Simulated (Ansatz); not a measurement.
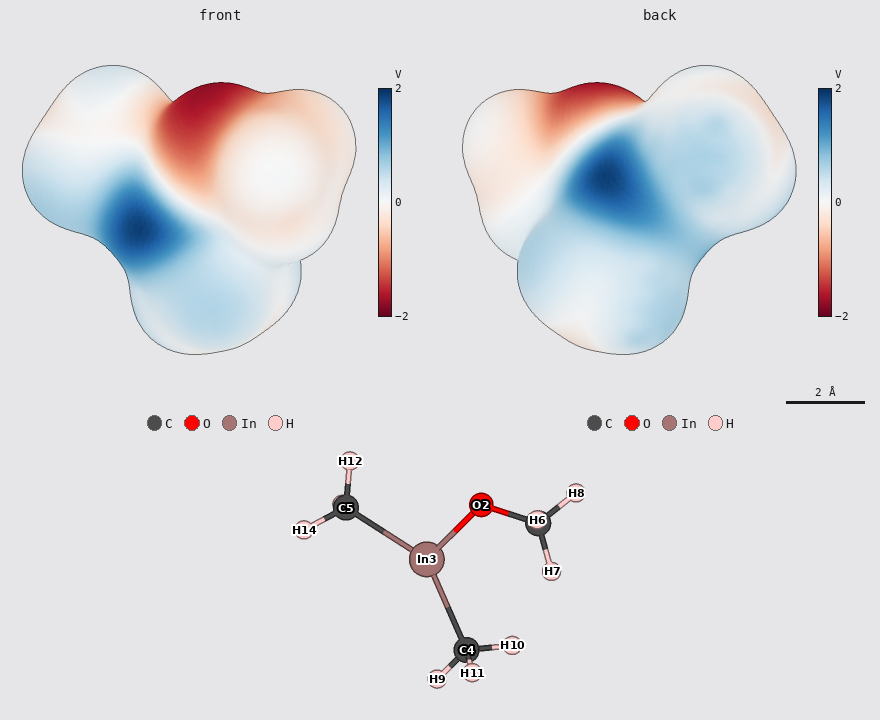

The picture shows: C3H9InO (SMILES C[O][In]([CH3])[CH3]). The electrostatic potential painted on the density surface at 0.001 e/bohr³, seen from the front and from behind; the colour scale runs from red (negative) to blue (positive). The bare structure is drawn below in the same view.

Geometry: PBE0-D4/def2-TZVP; core potentials replace the inner electrons of In.

Theory: RKS PBE0-D4/def2-TZVPP (Ansatz 0.2.0).

```xyz
14

C    -1.7332    0.9390    1.3640
O    -0.6947    0.0101    1.3669
In    0.5029   -0.3619   -0.1972
C    -0.0061    0.8443   -1.8949
C     1.9092   -1.8642    0.3702
H    -1.5742    1.7039    2.1372
H    -1.8544    1.4705    0.4061
H    -2.6932    0.4508    1.5836
H     0.6341    0.6223   -2.7482
H    -1.0460    0.6624   -2.1714
H     0.0982    1.8992   -1.6355
H     1.7004   -2.1611    1.3975
H     1.8286   -2.7345   -0.2826
H     2.9284   -1.4806    0.3043
```

Describe the electrostatic potential map.

Answer. The most negative region (about −1.7 V, or −39 kcal/mol for a unit charge) lies over O2, the most positive (about +1.8 V, or +42 kcal/mol for a unit charge) over In3. O2 is the likeliest acceptor of a hydrogen bond.
